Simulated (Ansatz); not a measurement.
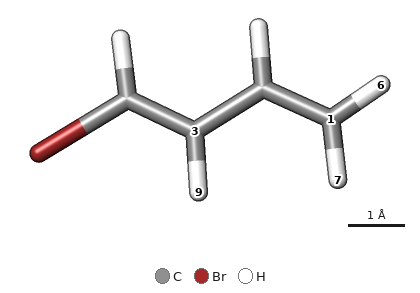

Figure 1. The structure as given in the input (stick view, seen at a tilt; atoms are numbered from 1 in the order of the input). Bond lengths as drawn: Br–C 1.87 Å, C–C 1.34 to 1.45 Å and C–H 1.09 to 1.10 Å.

# Nudged elastic band, with input and output: C₄H₅Br

C₄H₅Br, computed with RKS PBE0-D4/def2-SVP (Ansatz 0.2.0).

It belongs to a series of runs on one base structure; here: band between the two ends. Figures and captions count atoms from 1; the log counts them from 0 in places.

What the program printed:
```
Engine: ansatz 0.2.0, aarch64-unknown-linux-gnu
Functional definition: PBE0
  parameter a = 0.25
  parameter kappa = 0.804
  parameter beta = 0.06672455060314922
  exchange = (1 - a)*pbe_x(kappa = kappa, mu = beta*pi^2/3) + a*exact_x
  correlation = pbe_c(beta = beta)
1268 factors; integrals over basis functions are off by at most 4.4e-4 eV
mean field evaluation 1: about -74243.1358 eV, gradient 4.9e1 eV
mean field evaluation 2: about -74239.4653 eV, gradient 6.0e1 eV
mean field evaluation 4: about -74249.7403 eV, gradient 5.8e0 eV
mean field evaluation 8: about -74249.8555 eV, gradient 1.1e-1 eV
mean field evaluation 16: about -74249.8556 eV, gradient 1.2e-5 eV
mean field -74249.85557984 eV, -2728.6318641994 hartree, gradient 1.2e-5 eV, S^2 0.000000; 0 other end points of the search recorded, 0 dependent functions left out
the calculation of the forces begins
reference -74249.85560540 eV, -2728.6318651388 hartree; 32, 32 occupied and 81, 81 virtual orbitals, 1268 factors
1268 factors; integrals over basis functions are off by at most 7.2e-4 eV
mean field evaluation 32: about -74249.7121 eV, gradient 7.4e-5 eV
mean field -74249.71207978 eV, -2728.6265906694 hartree, gradient 7.4e-5 eV, S^2 0.000000; 0 other end points of the search recorded, 0 dependent functions left out
[... from here on the field's lines of each further geometry are left out, up to the last ...]
NEB iter   1: max|band force component| = 1.219e0 eV/Å  barrier→ = 0.3504 eV  barrier← = 0.2129 eV  Δτ_max = 0.0764 Å  (293 SCF iters)
NEB iter   2: max|band force component| = 5.334e-1 eV/Å  barrier→ = 0.3310 eV  barrier← = 0.1935 eV  Δτ_max = 0.0375 Å  (267 SCF iters)
NEB iter   3: max|band force component| = 3.072e-1 eV/Å  barrier→ = 0.3165 eV  barrier← = 0.1790 eV  CI = image 5  Δτ_max = 0.0600 Å  (273 SCF iters)
NEB iter   4: max|band force component| = 1.610e-1 eV/Å  barrier→ = 0.3181 eV  barrier← = 0.1806 eV  CI = image 5  Δτ_max = 0.0266 Å  (266 SCF iters)
NEB iter   5: max|band force component| = 4.556e-2 eV/Å  barrier→ = 0.3182 eV  barrier← = 0.1807 eV  CI = image 5  Δτ_max = 0.0064 Å  (249 SCF iters)
the calculation of the forces begins
reference -74249.69848514 eV, -2728.6260910758 hartree; 32, 32 occupied and 81, 81 virtual orbitals, 1268 factors
1268 factors; integrals over basis functions are off by at most 3.4e-4 eV
mean field -74249.53570097 eV, -2728.6201088679 hartree, gradient 1.7e-5 eV, S^2 0.000000; 1 other end points of the search recorded, 0 dependent functions left out
the calculation of the forces begins
reference -74249.53572805 eV, -2728.6201098628 hartree; 32, 32 occupied and 81, 81 virtual orbitals, 1268 factors
NEB iter   6: max|band force component| = 1.665e-2 eV/Å  barrier→ = 0.3182 eV  barrier← = 0.1807 eV  CI = image 5  Δτ_max = 0.0000 Å  (458 SCF iters)
```

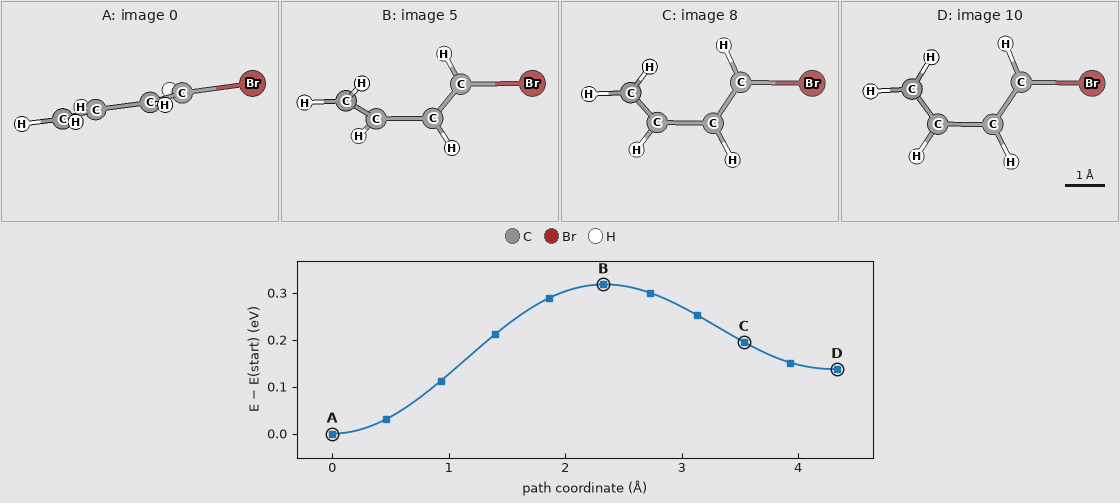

Figure 2. Images of the last band (counted from 0; ball-and-stick, seen at a tilt) above the energy along the path; the line is a cubic interpolation that uses the forces. The highest image is number 5, 0.318 eV above the start and 0.181 eV above the end (the climbing image); the end lies 0.137 eV above the start. The path is 4.34 Å long. The band converged in 6 iterations.

```
Total energy: -74249.71200855 eV, -2728.6265880519 hartree
Atom 0 at    -0.846002    -1.307476     0.921721 Å, force     0.004222     0.000128    -0.003148 eV/Å
Atom 1 at     0.200195    -0.871463     0.218173 Å, force     0.005075     0.003384    -0.003640 eV/Å
Atom 2 at     0.561581     0.555656     0.055567 Å, force     0.000219     0.001676     0.003479 eV/Å
Atom 3 at     0.285773     1.245910    -1.050784 Å, force    -0.001201    -0.016690     0.001089 eV/Å
Atom 4 at     0.750236     3.050068    -1.285252 Å, force     0.001929     0.012464    -0.001362 eV/Å
Atom 5 at    -1.054949    -2.376119     1.018873 Å, force    -0.003844    -0.001662     0.002280 eV/Å
Atom 6 at    -1.529496    -0.614041     1.421223 Å, force     0.000835    -0.000633     0.000557 eV/Å
Atom 7 at     0.861481    -1.603407    -0.265231 Å, force    -0.005191     0.000469     0.000997 eV/Å
Atom 8 at     1.089511     1.052095     0.879485 Å, force    -0.002625     0.000158    -0.001370 eV/Å
Atom 9 at    -0.235229     0.817679    -1.910675 Å, force     0.000580     0.000706     0.001117 eV/Å
Dipole moment:    -0.062478    -0.297757     0.078792 e Å
this run last wrote the band of iteration 6 to [file]
```

The last band as extended XYZ (Å, eV, eV/Å):
```
10
Properties=species:S:1:pos:R:3:forces:R:3 image=0 energy=-74250.03016
C    -0.6473   -1.3019    1.2457    0.0076  -0.0090  -0.0109
C    -0.1770   -0.7760    0.1056   -0.0016   0.0105  -0.0032
C     0.1569    0.6270   -0.0627   -0.0070  -0.0079   0.0087
C     0.6216    1.1291   -1.2148   -0.0015  -0.0106  -0.0109
Br    1.0523    2.9340   -1.4541    0.0045   0.0047  -0.0005
H    -0.8862   -2.3649    1.3249   -0.0016   0.0058   0.0075
H    -0.8067   -0.6842    2.1348   -0.0013  -0.0004  -0.0003
H    -0.0300   -1.4249   -0.7658    0.0017   0.0022   0.0032
H     0.0156    1.2904    0.7973   -0.0001  -0.0006   0.0003
H     0.7839    0.5203   -2.1079   -0.0006   0.0054   0.0060
10
Properties=species:S:1:pos:R:3:forces:R:3 image=1 energy=-74249.99899
C    -0.6930   -1.3002    1.2116    0.0134  -0.0085   0.0078
C    -0.0808   -0.7977    0.1307   -0.0204   0.0108  -0.0120
C     0.2597    0.6072   -0.0267   -0.0269   0.0037  -0.0049
C     0.5708    1.1467   -1.2125    0.0162  -0.0028  -0.0011
Br    0.9645    2.9608   -1.4495    0.0167   0.0011   0.0017
H    -0.9531   -2.3590    1.2775    0.0138  -0.0050   0.0111
H    -0.9773   -0.6607    2.0527    0.0463  -0.0124   0.0312
H     0.1690   -1.4630   -0.7041   -0.0535   0.0124  -0.0259
H     0.2325    1.2430    0.8647   -0.0615   0.0100  -0.0083
H     0.5908    0.5717   -2.1413    0.0558  -0.0093   0.0004
10
Properties=species:S:1:pos:R:3:forces:R:3 image=2 energy=-74249.91780
C    -0.7367   -1.2967    1.1627    0.0214  -0.0124   0.0163
C     0.0050   -0.8195    0.1557   -0.0274   0.0144  -0.0171
C     0.3528    0.5910    0.0021   -0.0369   0.0068  -0.0074
C     0.5101    1.1651   -1.1960    0.0299  -0.0081  -0.0039
Br    0.8958    2.9824   -1.4286    0.0202   0.0072  -0.0001
H    -0.9995   -2.3553    1.2223    0.0139  -0.0082   0.0165
H    -1.1392   -0.6350    1.9356    0.0682  -0.0200   0.0636
H     0.3598   -1.5062   -0.6221   -0.0820   0.0190  -0.0525
H     0.4524    1.1995    0.9077   -0.0993   0.0163  -0.0010
H     0.3827    0.6235   -2.1364    0.0920  -0.0148  -0.0145
10
Properties=species:S:1:pos:R:3:forces:R:3 image=3 energy=-74249.81860
C    -0.7783   -1.2957    1.0976    0.0219  -0.0109   0.0181
C     0.0786   -0.8402    0.1784   -0.0230   0.0137  -0.0134
C     0.4326    0.5784    0.0245   -0.0314   0.0069  -0.0071
C     0.4397    1.1878   -1.1642    0.0309  -0.0152  -0.0073
Br    0.8438    3.0031   -1.3942    0.0171   0.0140  -0.0009
H    -1.0280   -2.3573    1.1631    0.0087  -0.0095   0.0154
H    -1.2879   -0.6163    1.7876    0.0579  -0.0181   0.0726
H     0.5408   -1.5480   -0.5205   -0.0741   0.0157  -0.0619
H     0.6713    1.1553    0.9252   -0.0959   0.0174   0.0122
H     0.1704    0.6818   -2.0945    0.0879  -0.0140  -0.0277
10
Properties=species:S:1:pos:R:3:forces:R:3 image=4 energy=-74249.74088
C    -0.8156   -1.2991    1.0168    0.0164  -0.0098   0.0072
C     0.1426   -0.8580    0.1986   -0.0122   0.0171  -0.0018
C     0.5012    0.5673    0.0421   -0.0181  -0.0002  -0.0086
C     0.3635    1.2152   -1.1157    0.0184  -0.0153  -0.0049
Br    0.7977    3.0254   -1.3472    0.0111   0.0152  -0.0006
H    -1.0449   -2.3647    1.0968    0.0017  -0.0078   0.0109
H    -1.4189   -0.6090    1.6146    0.0281  -0.0090   0.0482
H     0.7094   -1.5817   -0.4010   -0.0399   0.0048  -0.0429
H     0.8853    1.1063    0.9163   -0.0545   0.0130   0.0164
H    -0.0372    0.7472   -2.0183    0.0490  -0.0079  -0.0238
10
Properties=species:S:1:pos:R:3:forces:R:3 image=5 energy=-74249.71198
C    -0.8460   -1.3075    0.9217    0.0042   0.0001  -0.0031
C     0.2002   -0.8715    0.2182    0.0051   0.0034  -0.0036
C     0.5616    0.5557    0.0556    0.0002   0.0017   0.0035
C     0.2858    1.2459   -1.0508   -0.0012  -0.0167   0.0011
Br    0.7502    3.0501   -1.2853    0.0019   0.0125  -0.0014
H    -1.0549   -2.3761    1.0189   -0.0038  -0.0017   0.0023
H    -1.5295   -0.6140    1.4212    0.0008  -0.0006   0.0006
H     0.8615   -1.6034   -0.2652   -0.0052   0.0005   0.0010
H     1.0895    1.0521    0.8795   -0.0026   0.0002  -0.0014
H    -0.2352    0.8177   -1.9107    0.0006   0.0007   0.0011
10
Properties=species:S:1:pos:R:3:forces:R:3 image=6 energy=-74249.72997
C    -0.8623   -1.3191    0.8237   -0.0022  -0.0010  -0.0221
C     0.2495   -0.8817    0.2300    0.0061   0.0116   0.0234
C     0.6108    0.5439    0.0683    0.0150  -0.0057  -0.0144
C     0.2203    1.2750   -0.9756   -0.0151  -0.0158   0.0156
Br    0.6940    3.0779   -1.2069   -0.0052   0.0077  -0.0001
H    -1.0621   -2.3889    0.9289   -0.0059   0.0026  -0.0047
H    -1.6015   -0.6259    1.2362   -0.0153   0.0069  -0.0353
H     0.9775   -1.6132   -0.1470    0.0187  -0.0052   0.0331
H     1.2514    1.0008    0.8333    0.0368  -0.0073  -0.0167
H    -0.3945    0.8801   -1.7879   -0.0330   0.0062   0.0212
10
Properties=species:S:1:pos:R:3:forces:R:3 image=7 energy=-74249.77717
C    -0.8701   -1.3318    0.7170   -0.0047  -0.0019  -0.0302
C     0.2966   -0.8895    0.2424    0.0112   0.0141   0.0256
C     0.6578    0.5311    0.0785    0.0211  -0.0109  -0.0120
C     0.1582    1.3024   -0.8882   -0.0185  -0.0073   0.0205
Br    0.6309    3.1067   -1.1123   -0.0124  -0.0013   0.0012
H    -1.0653   -2.4024    0.8243   -0.0076   0.0076  -0.0088
H    -1.6556   -0.6416    1.0386   -0.0184   0.0137  -0.0595
H     1.0754   -1.6170   -0.0243    0.0247  -0.0072   0.0571
H     1.3987    0.9515    0.7699    0.0550  -0.0113  -0.0336
H    -0.5436    0.9395   -1.6427   -0.0505   0.0045   0.0398
10
Properties=species:S:1:pos:R:3:forces:R:3 image=8 energy=-74249.83456
C    -0.8688   -1.3440    0.6042   -0.0042   0.0003  -0.0253
C     0.3407   -0.8958    0.2545    0.0188   0.0126   0.0175
C     0.7024    0.5183    0.0855    0.0197  -0.0155  -0.0051
C     0.1014    1.3264   -0.7914   -0.0173  -0.0089   0.0184
Br    0.5610    3.1338   -1.0044   -0.0110   0.0067  -0.0006
H    -1.0643   -2.4145    0.7094   -0.0083   0.0082  -0.0084
H    -1.6900   -0.6567    0.8282   -0.0106   0.0132  -0.0621
H     1.1536   -1.6181    0.1002    0.0128  -0.0028   0.0594
H     1.5290    0.9075    0.6923    0.0442  -0.0121  -0.0420
H    -0.6819    0.9919   -1.4755   -0.0442  -0.0016   0.0483
10
Properties=species:S:1:pos:R:3:forces:R:3 image=9 energy=-74249.87875
C    -0.8589   -1.3581    0.4906    0.0001  -0.0016  -0.0133
C     0.3784   -0.9008    0.2657    0.0086   0.0072   0.0094
C     0.7407    0.5075    0.0873    0.0100  -0.0073  -0.0040
C     0.0510    1.3495   -0.6893   -0.0079  -0.0041   0.0103
Br    0.4949    3.1601   -0.8910   -0.0050   0.0038  -0.0014
H    -1.0548   -2.4282    0.5954   -0.0046   0.0047  -0.0033
H    -1.7078   -0.6774    0.6044   -0.0030   0.0061  -0.0359
H     1.2107   -1.6150    0.2269    0.0029  -0.0008   0.0337
H     1.6395    0.8692    0.5997    0.0210  -0.0066  -0.0259
H    -0.8105    1.0421   -1.2867   -0.0221  -0.0015   0.0304
10
Properties=species:S:1:pos:R:3:forces:R:3 image=10 energy=-74249.89268
C    -0.8400   -1.3946    0.3628   -0.0044  -0.0001   0.0039
C     0.4026   -0.9055    0.2609    0.0009   0.0008  -0.0032
C     0.7607    0.5026    0.0870    0.0009   0.0026   0.0017
C     0.0027    1.3921   -0.5652   -0.0008   0.0015  -0.0013
Br    0.4592    3.2007   -0.7400    0.0012  -0.0010   0.0010
H    -1.0172   -2.4676    0.4670    0.0025   0.0004  -0.0004
H    -1.7179   -0.7417    0.3632    0.0001   0.0010  -0.0012
H     1.2483   -1.6002    0.3276    0.0005  -0.0010  -0.0011
H     1.7210    0.8300    0.4995    0.0004  -0.0008   0.0012
H    -0.9362    1.1329   -1.0596   -0.0012  -0.0034  -0.0006
```

The run was set up as follows.

Input file:
```yaml
crystal:
  periodic: [false, false, false]
  atoms:
    - { symbol: C, position_ang: [-0.647321, -1.301903, 1.245696] }
    - { symbol: C, position_ang: [-0.177038, -0.775958, 0.105571] }
    - { symbol: C, position_ang: [0.156917, 0.626996, -0.06266] }
    - { symbol: C, position_ang: [0.621645, 1.129104, -1.214754] }
    - { symbol: Br, position_ang: [1.052285, 2.93396, -1.454073] }
    - { symbol: H, position_ang: [-0.886221, -2.364851, 1.324881] }
    - { symbol: H, position_ang: [-0.806666, -0.684249, 2.134811] }
    - { symbol: H, position_ang: [-0.029999, -1.424901, -0.765836] }
    - { symbol: H, position_ang: [0.015599, 1.290429, 0.79733] }
    - { symbol: H, position_ang: [0.783899, 0.520274, -2.107866] }
basis:
  gaussian: { orbitals: def2-SVP }
hamiltonian:
  xc: pbe0
  dispersion: d4
neb:
  order_check: false
  images: 9
  f_tol: 0.03
  max_iterations: 42
  initial_path: idpp
  final_atoms:
    - { symbol: C, position_ang: [-0.93289565, -1.18243915, 0.71423672] }
    - { symbol: C, position_ang: [0.33990301, -0.83956984, 0.47751011] }
    - { symbol: C, position_ang: [0.8000392, 0.44399511, -0.05353613] }
    - { symbol: C, position_ang: [0.09283294, 1.19890022, -0.90269095] }
    - { symbol: Br, position_ang: [0.68182757, 2.86009641, -1.53770867] }
    - { symbol: H, position_ang: [-1.18907716, -2.17561632, 1.09047802] }
    - { symbol: H, position_ang: [-1.7573628, -0.48038525, 0.55768199] }
    - { symbol: H, position_ang: [1.13106566, -1.56225395, 0.70997347] }
    - { symbol: H, position_ang: [1.79524579, 0.78460949, 0.2515074] }
    - { symbol: H, position_ang: [-0.87847856, 0.90156427, -1.30435197] }
```

Run as:
```bash
ansatz run input.yaml --threads 2 --pin off --max-ram 3072MiB --backend cpu --events-out ev --progress --plain --runs-dir out
```

Results in brief:

```json
{"quantity": "outcome", "value": "converged"}
{"quantity": "barrier, forward", "value": "0.318 eV"}
{"quantity": "barrier, backward", "value": "0.181 eV"}
{"quantity": "hardware", "value": "2 threads of Arm Neoverse V2, 24 GiB of memory available, shared host"}
{"quantity": "wall time", "value": "2.7 min (CPU time 5.3 min)"}
{"quantity": "peak memory", "value": "0.28 GiB"}
```

Remarks:

The order of the saddle point was not checked.
